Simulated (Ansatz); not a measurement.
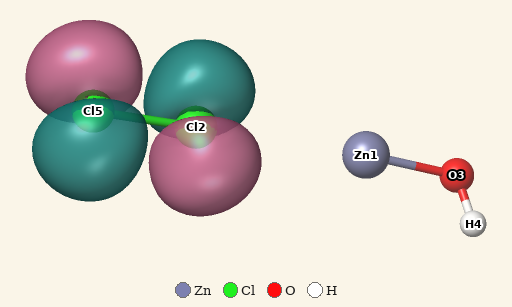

Figure 1: HOZn···Cl2 (doublet). The HOMO−1 (β) at ±0.1 Å⁻³ᐟ² (teal and pink are the two phases), seen at a tilt.

Not at a stationary point (largest force 1.4 eV/Å).

Computed with UKS PBE-D4/def2-SVP (Ansatz 0.2.0).

```xyz
5

Zn   -0.0152    0.0546   -0.3242
Cl   -0.0084    0.0304    3.0998
O     0.0129   -0.0466   -2.1430
H     0.2660   -0.9579   -2.3995
Cl   -0.0006    0.0022    5.1699
```

Where does this orbital lie, and at what energy?

Answer. It lies mainly on Cl5 (about 55 %) and Cl2 (about 45 %); it is symmetric in the molecular plane (an in-plane orbital: σ, lone-pair or in-plane π type). Its energy is −6.46 eV.
